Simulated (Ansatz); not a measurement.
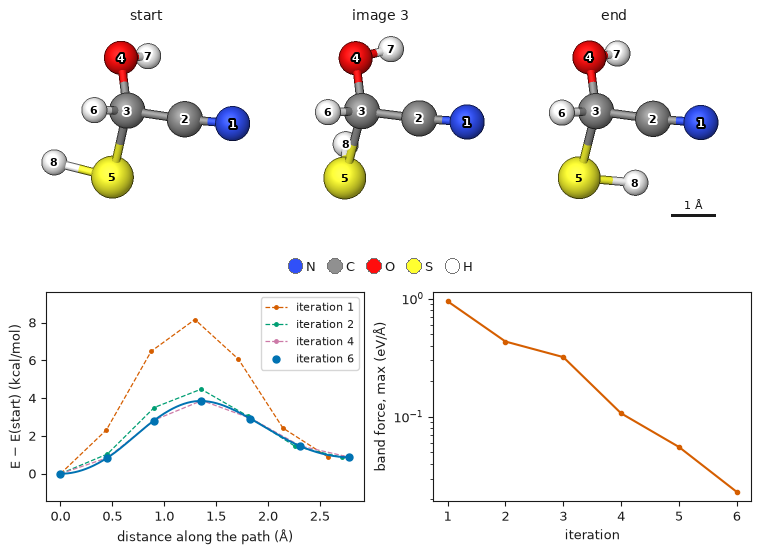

NEB run on C2H3NOS. Images are numbered from 0 (start) to 6 (end). The plot follows the band through its iterations. A ball-and-stick model, seen at a tilt.

These are results of RKS LDA/6-31G in Ansatz, not measurements.

The input:
```yaml
crystal:
  periodic: [false, false, false]
  atoms:
    - { symbol: "N", position_ang: [1.119148, -1.903575, 1.366622] }
    - { symbol: C, position_ang: [0.641541, -0.944369, 0.875731] }
    - { symbol: C, position_ang: [0.115744, 0.230825, 0.205918] }
    - { symbol: O, position_ang: [0.886468, 0.644151, -0.897032] }
    - { symbol: S, position_ang: [-1.687397, -0.201678, -0.261379] }
    - { symbol: H, position_ang: [0.081921, 1.08901, 0.897703] }
    - { symbol: H, position_ang: [0.920323, -0.072409, -1.584447] }
    - { symbol: H, position_ang: [-1.985649, 1.100946, -0.658915] }
basis:
  gaussian: { orbitals: "6-31G" }
hamiltonian:
  xc: lda
neb:
  order_check: false
  images: 5
  f_tol: 0.05
  max_iterations: 60
  initial_path: linear
  final_atoms:
    - { symbol: "N", position_ang: [0.57381985, -1.96067124, 1.14667637] }
    - { symbol: C, position_ang: [0.3995787, -0.85492368, 0.77361165] }
    - { symbol: C, position_ang: [0.22733625, 0.47592136, 0.22578123] }
    - { symbol: O, position_ang: [1.06083656, 0.73059155, -0.87911228] }
    - { symbol: S, position_ang: [-1.63816748, 0.74734725, -0.10199935] }
    - { symbol: H, position_ang: [0.46416404, 1.25032812, 0.97426663] }
    - { symbol: H, position_ang: [0.87439544, 0.10108715, -1.62288729] }
    - { symbol: H, position_ang: [-1.86986435, -0.5467795, -0.57213595] }
```

Run as
```bash
ansatz run input.yaml --threads 1 --pin off --max-ram 2048MiB --backend cpu --events-out ev --progress --plain --runs-dir out
```

> Did the band converge, and can the barrier be trusted?

The run is converged, with reservations. The band converged in 6 iterations. The largest component of the band force went from 0.95 to 0.023 eV/Å. The climbing image converged on the top of the path. Its curvatures weren't checked. The straight starting path can push atoms close together and costs iterations. The first iteration put the highest image at 8.16 kcal/mol. The energy climbs by 3.85 kcal/mol to image 3 and then falls by 2.98 kcal/mol, so the end point sits at +0.87 kcal/mol.

The run took 62 s on 1 thread of Arm Neoverse V1, on a shared host, peak memory 0.1 GiB.
